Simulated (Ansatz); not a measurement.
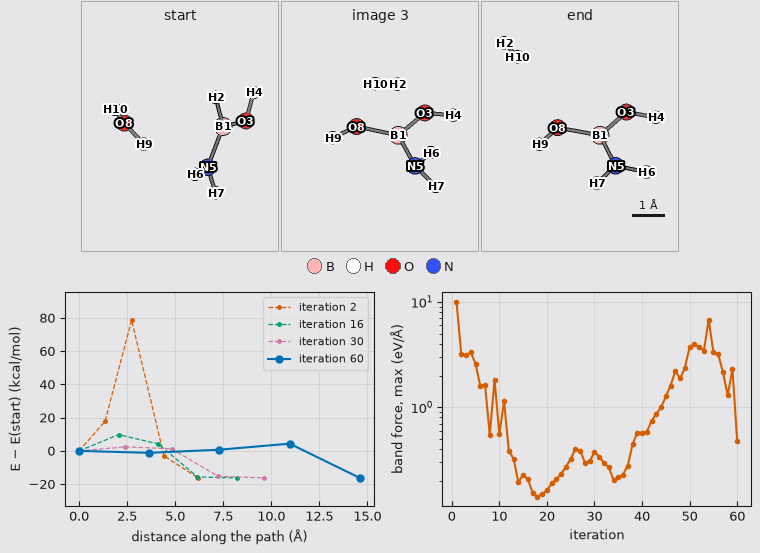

NEB run on BNH6O2, made up at the start of BNH$_{4}$O and H$_{2}$O. Images are numbered from 0 (start) to 4 (end). The plot follows the band through its iterations. A ball-and-stick model, seen at a tilt.

Method: RHF/def2-SVP (Ansatz 0.2.0). Settings: 3 movable images; no climbing image; force threshold 0.05 eV/Å; iteration limit 60; starting path through a guess of the saddle point.

### Did the band converge, and can the barrier be trusted?

The result isn't final. The band hadn't converged when the run stopped after 60 iterations. The largest component of the band force went from 10 to 0.47 eV/Å. The barrier read from it is provisional: over the last two iterations the highest image moved from 7.2 kcal/mol to 4.4 kcal/mol. So few images resolve the path coarsely. The first iteration put the highest image at 120.2 kcal/mol. Relative to the start the highest point is image 3 at +4.4 kcal/mol and the end lies at −16.3 kcal/mol, but the profile dips to −1.2 kcal/mol at image 1 on the way, so there may be an intermediate minimum, or an end is no minimum.

Limits of the set-up: the start holds two separate molecules, 2.4 Å apart at their closest, whose relative position is a soft coordinate and is computed without a dispersion correction; Hartree-Fock leaves out electron correlation.
